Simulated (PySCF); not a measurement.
**C8H11ClSi: density, localisation and related maps**

The calculation's input:

```
{"job": {"kind": "nmr", "xc": "PBE0", "basis": "pcSseg-1"}, "charge": 0, "multiplicity": 1}
C     -4.224859     0.394892    -0.416341
C     -2.807018     0.292305    -0.153626
C     -1.628596     0.191741     0.068667
C     -0.236835     0.115479     0.302639
C      0.281545    -0.795766     1.132526
C      1.746661    -0.885284     1.404004
Si     2.695788    -0.837695    -0.251246
Cl     4.577144    -0.136744     0.043784
C      1.671323     0.370353    -1.309299
C      0.635331     1.096280    -0.436422
H     -4.497011    -0.249812    -1.252814
H     -4.486190     1.423731    -0.664851
H     -4.792605     0.088745     0.462431
H     -0.370305    -1.500072     1.629147
H      2.054881    -0.024780     2.007268
H      1.968397    -1.775238     1.990918
H      2.790885    -2.162932    -0.865211
H      2.298088     1.111013    -1.807548
H      1.142587    -0.172109    -2.094008
H      0.013614     1.744555    -1.057532
H      1.158255     1.728281     0.287770
```

Launched as:

```sh
OMP_NUM_THREADS=1 python probes_run.py task.json out
```

Geometry: GFN2-xTB.

Level of theory: PBE0/pcSseg-1, SCF density, gas phase, non-relativistic in PySCF.

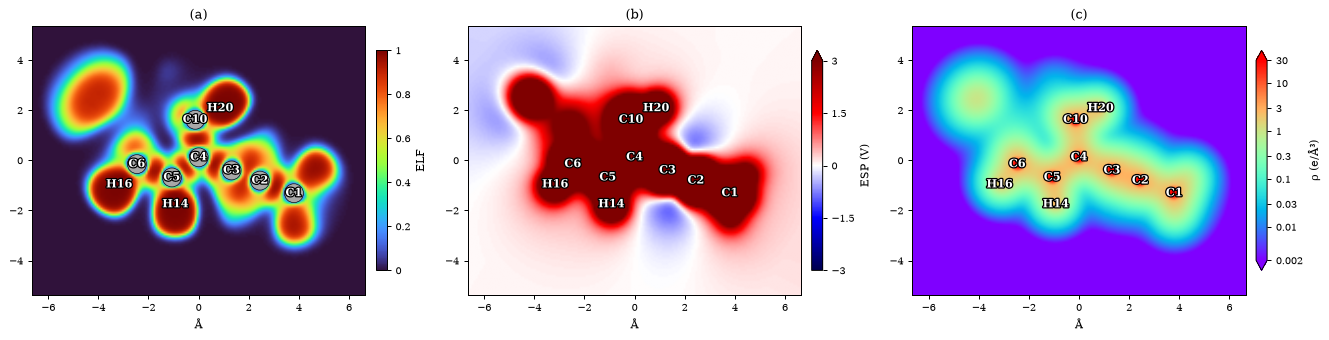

Figure 1. (a) ELF; (b) molecular electrostatic potential; (c) electron density on the plane of atoms C6, C5 and H14. Grey discs cover the atomic cores in the ELF map.

What do the fields say about this system?

Answer. Atoms in the plane: C and H.
C–C (1.20 Å): ρ at the midpoint is about 2.7 e/Å³; the ELF peaks at about 0.85 between the atoms; a short, multiple covalent bond.
C–H (1.08 Å): the density is about 2 e/Å³ at the midpoint; the ELF climbs to about 1 towards the hydrogen, as it does in any bond to H (an ordinary covalent bond to hydrogen).
C–C (1.34 Å): ρ at the midpoint is about 2.3 e/Å³; the ELF peaks at about 0.95 between the atoms: a multiple bond.
The ELF also peaks beside Cl8, away from the bonds: lone-pair regions.
Outside the dense part of the molecule the potential is most negative (−0.9 V) near C2.

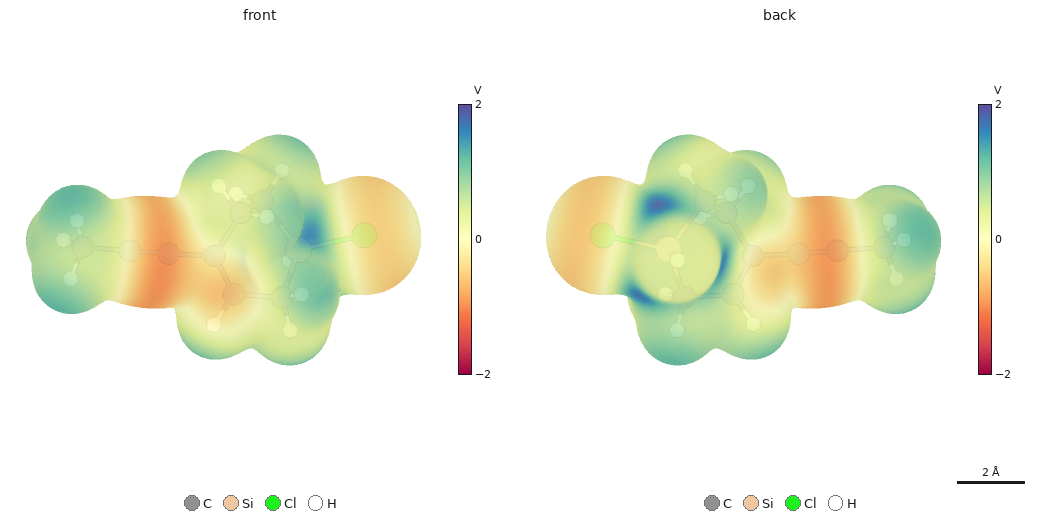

Figure 2. The electrostatic potential painted on the density surface at 0.004 e/bohr³, seen from the front and from behind; red is negative and blue positive.

Describe the electrostatic potential map.

Answer. The most negative region (about −1.0 V, or −23 kcal/mol for a unit charge) lies over C2 and C3, the most positive (about +1.6 V, or +37 kcal/mol for a unit charge) over Si7.
